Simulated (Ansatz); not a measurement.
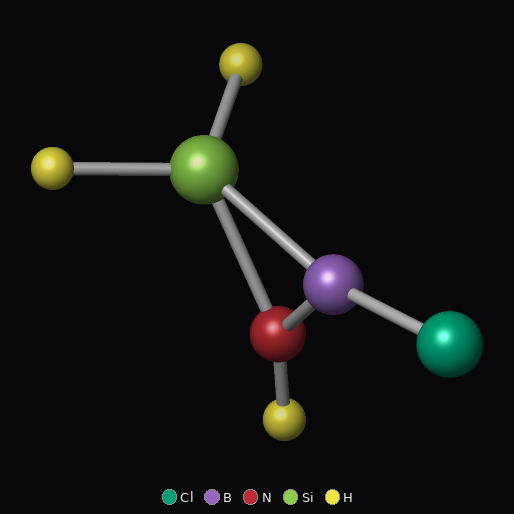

Rendered structure (ball-and-stick style). Every bond is drawn as one stick, whatever its order.

> Count the atoms of each element.

BClH₃NSi, 7 atoms: 1 boron, 1 chlorine, 3 hydrogen, 1 nitrogen and 1 silicon.

> Which point group does it belong to?

Cs.

> Describe its rings.

Independent rings (smallest set): 1 of 3 members.

> How many sets of symmetry-equivalent atoms are there?

6: 1 Cl, 1 B, 1 N, 1 Si, 1 H, 2 H.

The parts below concern this one geometry. Atoms keep their numbers from picture to picture. Computed geometry: PBE0-D4/def2-TZVP optimisation.

**Shape**

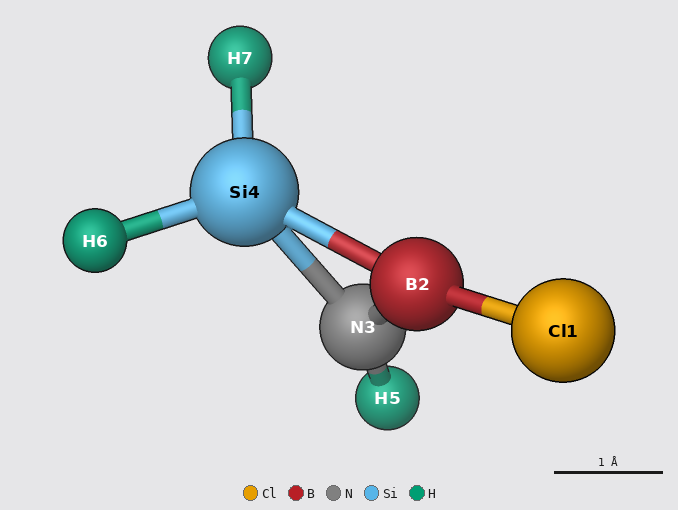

The atoms are numbered.

Which atoms are bonded, and how long are the bonds?

```json
{"bond": "Cl1–B2", "length (Å)": "1.734", "order": "single"}
{"bond": "B2–N3", "length (Å)": "1.377", "order": "single"}
{"bond": "B2–Si4", "length (Å)": "1.920", "order": "single"}
{"bond": "N3–Si4", "length (Å)": "1.762", "order": "single"}
{"bond": "N3–H5", "length (Å)": "1.009", "order": "single"}
{"bond": "Si4–H6", "length (Å)": "1.485", "order": "single"}
{"bond": "Si4–H7", "length (Å)": "1.485", "order": "single"}
```

**Vibrations**

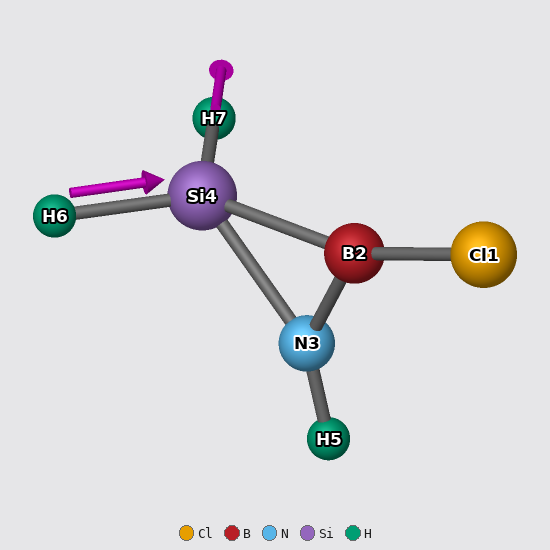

The arrows show one normal mode. Harmonic vibrations computed with RKS PBE0-D4/def2-TZVP (Ansatz 0.2.0) at a stationary point of the same level.

> What kind of motion is it?

Mostly out-of-phase stretching of 2 Si–H bonds.

> At what wavenumber does it lie?

2230 cm⁻¹; it is mode 14 of 15 counted from the lowest.

**Levels of theory compared**

Program: Ansatz 0.2.0.

Tabulate HOMO–LUMO gap (eV), vertical IP (eV) at these levels: B3LYP-D4/def2-TZVPP; PBE-D4/def2-TZVPP; PBE0-D4/def2-TZVPP; r2SCAN-D4/def2-TZVPP; ωB97M-V/def2-TZVPP; ωB97X-V/def2-TZVPP.

```csv
level,HOMO–LUMO gap (eV),vertical IP (eV)
B3LYP-D4/def2-TZVPP,6.34,9.40
PBE-D4/def2-TZVPP,4.80,9.20
PBE0-D4/def2-TZVPP,6.76,9.36
r2SCAN-D4/def2-TZVPP,5.34,9.24
ωB97M-V/def2-TZVPP,10.54,9.50
ωB97X-V/def2-TZVPP,11.04,9.49
```

**Thermal motion**

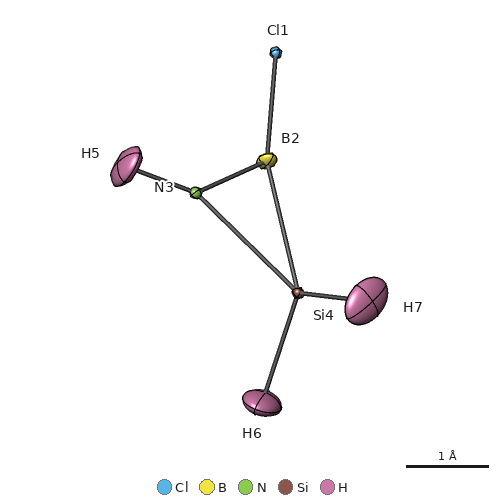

Displacement ellipsoids at the 50 % level, from the internal vibrations of the free molecule (harmonic, no overall translation or rotation; no half-axis is drawn under 0.075 Å). Vibrations computed with RKS PBE0-D4/def2-TZVP (Ansatz 0.2.0). Temperature: 400 K.

> Which atom has the largest mean-square displacement?

H6, H7, with U_eq = 0.0280 Å².

> Does H6 move more along its bond or across it?

Across it: the root-mean-square amplitude is 0.089 Å along the bond and up to 0.226 Å across, since bending and torsion are softer than stretching.

List U_eq and the three principal root-mean-square amplitudes for each kind of atom.

```
  atom  U_eq (Å²)   rms amplitudes (Å)
   Cl1    0.00063  0.018, 0.022, 0.033
    B2     0.0052  0.035, 0.073, 0.095
    N3     0.0018  0.026, 0.037, 0.057
   Si4    0.00080  0.014, 0.021, 0.042
    H5     0.0238  0.080, 0.161, 0.198
H6, H7     0.0280  0.089, 0.159, 0.226
```
